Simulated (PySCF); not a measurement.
C$_{2}$H$_{11}$OPSi$_{3}$ (SMILES [SiH3]/C=C(/[SiH3])O[SiH2]P)

Input file:

```
{"job": {"kind": "uv", "xc": "wB97X-D", "basis": "def2-SVPD", "nstates": 8, "ntriplets": 3}, "charge": 0, "multiplicity": 1}
Si    -0.653954     2.689886    -0.030079
C     -1.649484     1.093466    -0.097975
C     -1.029249    -0.088856    -0.056416
Si    -1.903297    -1.763490    -0.084312
O      0.333424    -0.045556     0.040868
Si     1.511301    -1.125252    -0.170049
P      3.294136     0.166700     0.181358
H      0.105691     2.749968     1.220590
H      0.248485     2.760503    -1.180420
H     -1.613114     3.799604    -0.074768
H     -2.725693     1.102281    -0.169420
H     -3.328488    -1.494266    -0.256710
H     -1.380589    -2.568813    -1.189176
H     -1.659653    -2.458507     1.181525
H      1.535610    -1.646520    -1.541480
H      1.360059    -2.267981     0.741233
H      3.352475    -0.044804     1.547731
H      4.193581    -0.852045    -0.074156
```

Launched as:

```sh
OMP_NUM_THREADS=1 python probes_run.py task.json out
```

Geometry: GFN2-xTB.

All numbers below come from wB97X-D/def2-SVPD, SCF density, gas phase (PySCF).

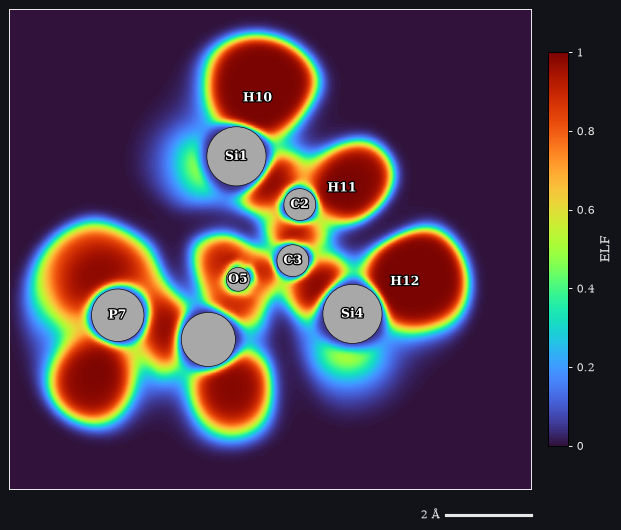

Figure 1. Electron localisation function on the plane of atoms Si1, C2 and C3. Grey discs cover the atomic cores.

> What does the map show?

The plane passes through Si, C, O, P and H nuclei. C–C (1.34 Å): the ELF peaks at about 0.95 between the atoms: a short, multiple covalent bond. C–O (1.37 Å): the ELF peaks at about 0.90 between the atoms (a shared but strongly polarised pair). C–Si (1.88 Å): the ELF peaks at about 0.95 between the atoms (a shared electron pair). C–H (1.08 Å): the ELF climbs to about 1 towards the hydrogen, as it does in any bond to H (a covalent bond by its length). The ELF also peaks beside P7, away from the bonds: lone-pair regions.

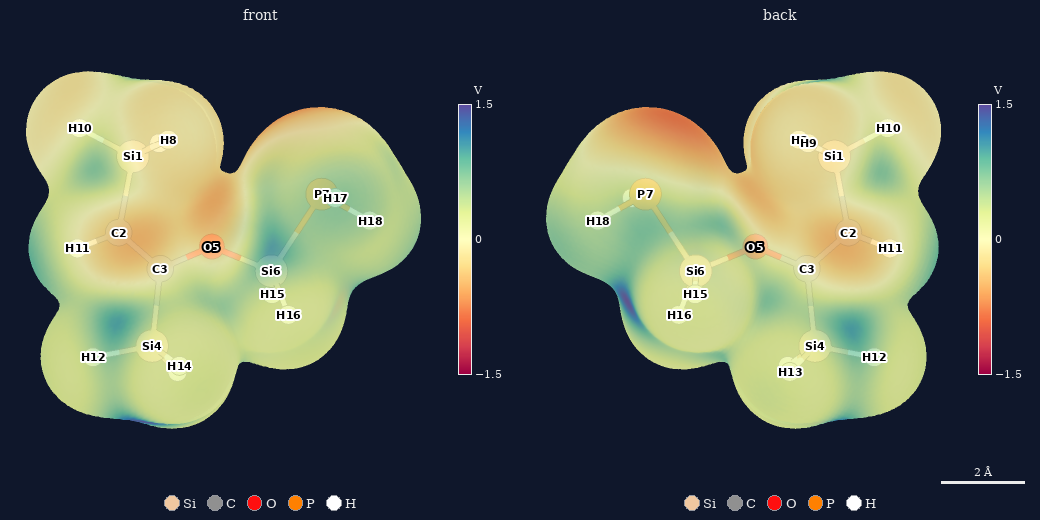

Figure 2. The molecular electrostatic potential painted on the density surface at 0.002 e/bohr³, seen from the front and from behind; red is negative and blue positive.

> Which sites attract a positive test charge, and which a negative one?

A positive charge is drawn to the negative regions and a negative charge to the positive ones. The most negative region (about −0.8 V, or −18 kcal/mol for a unit charge) lies over P7, the most positive (about +1.4 V, or +32 kcal/mol for a unit charge) over Si4 and Si6.
